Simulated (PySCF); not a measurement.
Bond stretch in SMILES [GeH3][CH3], singlet. The Ge2–H8 bond (Ge2 also carries C, H, H; H8 carries nothing else) is pulled apart rigidly from the PBE0/def2-TZVP optimised geometry.

- RKS-CAM-B3LYP = restricted CAM-B3LYP/cc-pVDZ (PySCF 2.14.0)
- UKS-r2SCAN = unrestricted r2SCAN/cc-pVDZ (PySCF)
- UHF/cc-pVDZ (PySCF)

Magnitude of the dipole moment (D; its direction can reverse along the curve, and a method can change to another solution) and Mulliken charge of the fragment that holds Ge2:

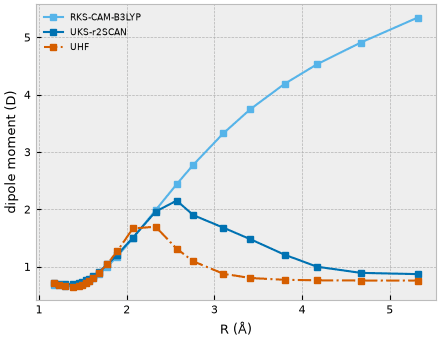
Figure. Dipole moment against bond length.

```json
[
 {"R / Å": "1.17", "μ RKS-CAM-B3LYP": "0.69", "q RKS-CAM-B3LYP": "0.20", "μ UKS-r2SCAN": "0.71", "q UKS-r2SCAN": "0.18", "μ UHF": "0.72", "q UHF": "0.26"},
 {"R / Å": "1.23", "μ RKS-CAM-B3LYP": "0.67", "q RKS-CAM-B3LYP": "0.16", "μ UKS-r2SCAN": "0.70", "q UKS-r2SCAN": "0.13", "μ UHF": "0.69", "q UHF": "0.22"},
 {"R / Å": "1.30", "μ RKS-CAM-B3LYP": "0.66", "q RKS-CAM-B3LYP": "0.12", "μ UKS-r2SCAN": "0.69", "q UKS-r2SCAN": "0.10", "μ UHF": "0.66", "q UHF": "0.18"},
 {"R / Å": "1.39", "μ RKS-CAM-B3LYP": "0.66", "q RKS-CAM-B3LYP": "0.09", "μ UKS-r2SCAN": "0.70", "q UKS-r2SCAN": "0.07", "μ UHF": "0.65", "q UHF": "0.15"},
 {"R / Å": "1.45", "μ RKS-CAM-B3LYP": "0.68", "q RKS-CAM-B3LYP": "0.08", "μ UKS-r2SCAN": "0.72", "q UKS-r2SCAN": "0.06", "μ UHF": "0.66", "q UHF": "0.13"},
 {"R / Å": "1.49", "μ RKS-CAM-B3LYP": "0.70", "q RKS-CAM-B3LYP": "0.07", "μ UKS-r2SCAN": "0.74", "q UKS-r2SCAN": "0.05", "μ UHF": "0.68", "q UHF": "0.13"},
 {"R / Å": "1.54", "μ RKS-CAM-B3LYP": "0.73", "q RKS-CAM-B3LYP": "0.07", "μ UKS-r2SCAN": "0.77", "q UKS-r2SCAN": "0.05", "μ UHF": "0.72", "q UHF": "0.12"},
 {"R / Å": "1.57", "μ RKS-CAM-B3LYP": "0.75", "q RKS-CAM-B3LYP": "0.07", "μ UKS-r2SCAN": "0.79", "q UKS-r2SCAN": "0.05", "μ UHF": "0.75", "q UHF": "0.12"},
 {"R / Å": "1.62", "μ RKS-CAM-B3LYP": "0.80", "q RKS-CAM-B3LYP": "0.07", "μ UKS-r2SCAN": "0.84", "q UKS-r2SCAN": "0.05", "μ UHF": "0.80", "q UHF": "0.12"},
 {"R / Å": "1.68", "μ RKS-CAM-B3LYP": "0.87", "q RKS-CAM-B3LYP": "0.07", "μ UKS-r2SCAN": "0.91", "q UKS-r2SCAN": "0.06", "μ UHF": "0.88", "q UHF": "0.12"},
 {"R / Å": "1.78", "μ RKS-CAM-B3LYP": "1.00", "q RKS-CAM-B3LYP": "0.08", "μ UKS-r2SCAN": "1.04", "q UKS-r2SCAN": "0.07", "μ UHF": "1.05", "q UHF": "0.13"},
 {"R / Å": "1.89", "μ RKS-CAM-B3LYP": "1.18", "q RKS-CAM-B3LYP": "0.09", "μ UKS-r2SCAN": "1.21", "q UKS-r2SCAN": "0.08", "μ UHF": "1.27", "q UHF": "0.14"},
 {"R / Å": "2.07", "μ RKS-CAM-B3LYP": "1.49", "q RKS-CAM-B3LYP": "0.11", "μ UKS-r2SCAN": "1.51", "q UKS-r2SCAN": "0.10", "μ UHF": "1.67", "q UHF": "0.16"},
 {"R / Å": "2.33", "μ RKS-CAM-B3LYP": "1.99", "q RKS-CAM-B3LYP": "0.14", "μ UKS-r2SCAN": "1.96", "q UKS-r2SCAN": "0.12", "μ UHF": "1.70", "q UHF": "0.13"},
 {"R / Å": "2.57", "μ RKS-CAM-B3LYP": "2.44", "q RKS-CAM-B3LYP": "0.16", "μ UKS-r2SCAN": "2.15", "q UKS-r2SCAN": "0.12", "μ UHF": "1.31", "q UHF": "0.08"},
 {"R / Å": "2.76", "μ RKS-CAM-B3LYP": "2.78", "q RKS-CAM-B3LYP": "0.17", "μ UKS-r2SCAN": "1.90", "q UKS-r2SCAN": "0.10", "μ UHF": "1.09", "q UHF": "0.05"},
 {"R / Å": "3.10", "μ RKS-CAM-B3LYP": "3.32", "q RKS-CAM-B3LYP": "0.18", "μ UKS-r2SCAN": "1.68", "q UKS-r2SCAN": "0.07", "μ UHF": "0.88", "q UHF": "0.02"},
 {"R / Å": "3.41", "μ RKS-CAM-B3LYP": "3.75", "q RKS-CAM-B3LYP": "0.19", "μ UKS-r2SCAN": "1.48", "q UKS-r2SCAN": "0.05", "μ UHF": "0.80", "q UHF": "0.01"},
 {"R / Å": "3.80", "μ RKS-CAM-B3LYP": "4.19", "q RKS-CAM-B3LYP": "0.20", "μ UKS-r2SCAN": "1.21", "q UKS-r2SCAN": "0.03", "μ UHF": "0.77", "q UHF": "0.00"},
 {"R / Å": "4.17", "μ RKS-CAM-B3LYP": "4.53", "q RKS-CAM-B3LYP": "0.20", "μ UKS-r2SCAN": "1.00", "q UKS-r2SCAN": "0.01", "μ UHF": "0.76", "q UHF": "0.00"},
 {"R / Å": "4.67", "μ RKS-CAM-B3LYP": "4.91", "q RKS-CAM-B3LYP": "0.20", "μ UKS-r2SCAN": "0.89", "q UKS-r2SCAN": "0.00", "μ UHF": "0.76", "q UHF": "0.00"},
 {"R / Å": "5.32", "μ RKS-CAM-B3LYP": "5.34", "q RKS-CAM-B3LYP": "0.20", "μ UKS-r2SCAN": "0.87", "q UKS-r2SCAN": "0.00", "μ UHF": "0.76", "q UHF": "0.00"}
]
```

At the longest distance RKS-CAM-B3LYP leaves fractional charges on the fragments, a sign of delocalisation error or of the restricted form. The restricted form behind RKS-CAM-B3LYP keeps the bonding electrons paired and can't separate into open-shell fragments. The unrestricted determinant behind UKS-r2SCAN is spin-contaminated at 2.57 to 5.32 Å (<S²> up to 1.0, against 0.00 for a pure singlet). The unrestricted determinant behind UHF is spin-contaminated at 2.33 to 5.32 Å (<S²> up to 1.0, against 0.00 for a pure singlet).
